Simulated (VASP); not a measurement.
Band structure of W (bcc). Level of theory: MS2 meta-GGA, VASP's PBE PAW potentials (set 64) (plane waves; VASP 6.6.1).

Unless said otherwise, spin-orbit coupling is left out, though it shifts the bands of the heavy elements here.

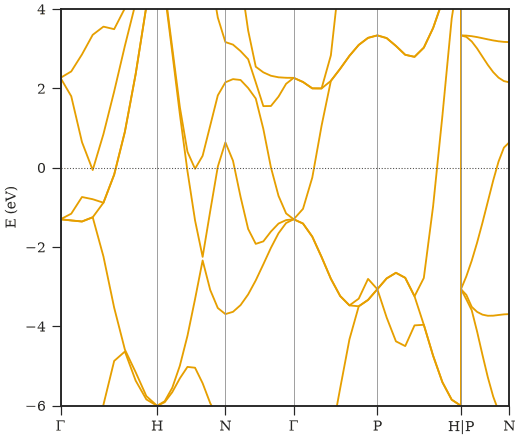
Figure: Bands along high-symmetry lines, zero at the valence-band maximum or, without a gap, the Fermi level

**Question.** Read the plot: is there a gap, and where are the band edges?

**Answer.** It has no gap at this level: it comes out as a metal or semimetal.

The compound is W in the bcc structure. It was relaxed first.
